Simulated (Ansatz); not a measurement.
**CH4OSi: density, localisation and related maps**

```xyz
7

H    -1.6335    0.0585    1.0633
Si    0.8294   -0.6719   -0.2082
C    -0.3434    0.6050   -0.2347
H    -0.2008    1.4124   -0.9494
O    -1.5290    0.7476    0.4003
H     0.7707   -1.7253    0.8290
H     2.1066   -0.4263   -0.9003
```

The product side of a reaction path; geometry: PBE0-D4/def2-TZVP.

Computed with RKS PBE0-D4/def2-TZVPP (Ansatz).

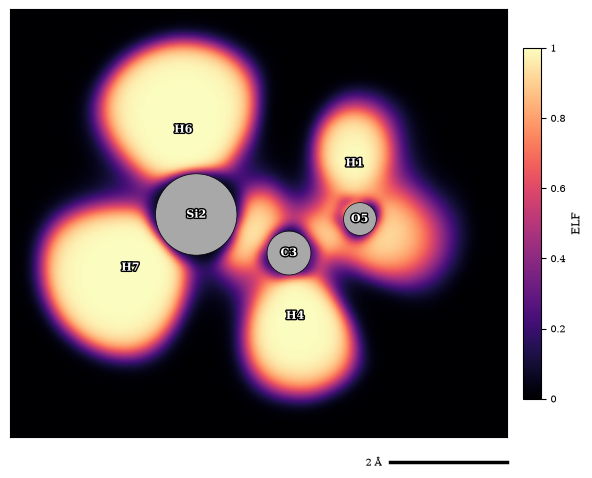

Figure 1. ELF on the plane of atoms H4, C3 and O5. Grey discs cover the atomic cores.

Q: What do the fields say about this system?

A:
- The plane passes through H, Si, C and O nuclei.
- C–O (1.35 Å): the ELF peaks at about 0.90 between the atoms (a polar covalent bond).
- C–Si (1.73 Å): the ELF peaks at about 0.95 between the atoms (a covalent bond).
- O–H (0.96 Å): the ELF climbs to about 1 towards the hydrogen, as it does in any bond to H; an ordinary covalent bond to hydrogen.
- C–H (1.09 Å): the ELF climbs to about 1 towards the hydrogen; an ordinary covalent bond to hydrogen.
- Si–H (1.47 Å): the ELF climbs to about 1 towards the hydrogen.
- The ELF also peaks beside O5, away from the bonds: lone-pair regions.

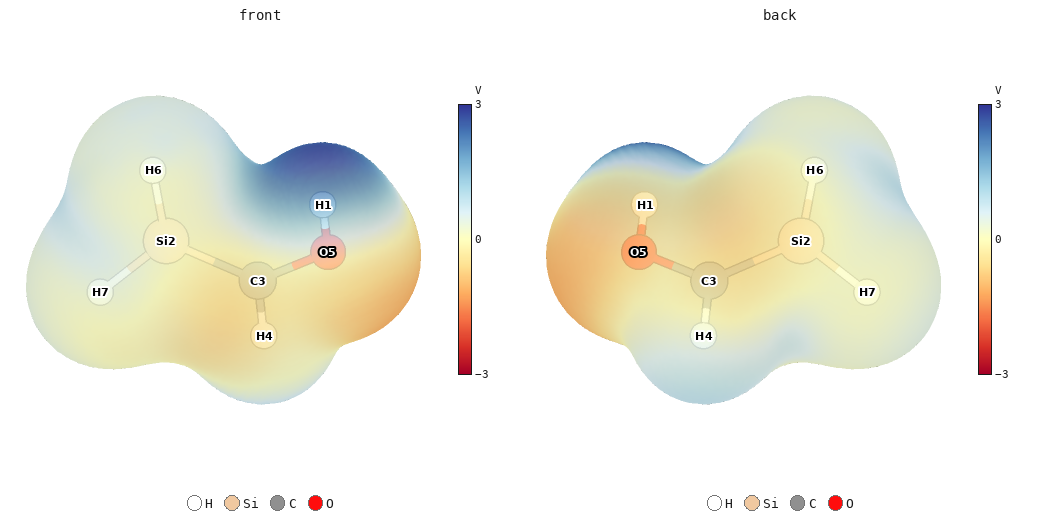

Figure 2. The molecular electrostatic potential painted on the density surface at 0.002 e/bohr³, seen from the front and from behind; the colour scale runs from red (negative) to blue (positive).

Q: Where is the surface potential most negative and most positive?

A: The most negative region (about −1.1 V) lies over O5, the most positive (about +2.8 V) over H1. O5 is the likeliest acceptor of a hydrogen bond.

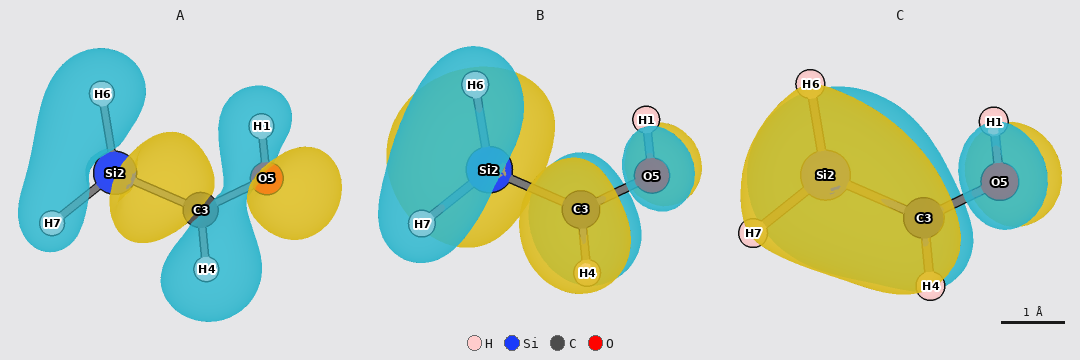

Figure 3. Three frontier orbitals at ±0.08 Å⁻³ᐟ² (yellow and cyan are the two phases), in no order.

Q: Order the three orbitals by energy and name them.

A: A is the HOMO−1 (−9.45 eV). It lies mainly on C3 (about 30 %), O5 (about 30 %), Si2 (about 20 %), H4 (about 10 %) and H6 (about 5 %). C is the HOMO (−5.77 eV). It lies mainly on Si2 (about 50 %), C3 (about 30 %) and O5 (about 15 %); π-bonding across Si2–C3. B is the LUMO (−1.03 eV). Its weight (Hirshfeld) is mainly on Si2 (about 50 %), C3 (about 30 %) and O5 (about 10 %).

Q: What is the HOMO–LUMO gap?

A: 4.74 eV between the orbital energies.
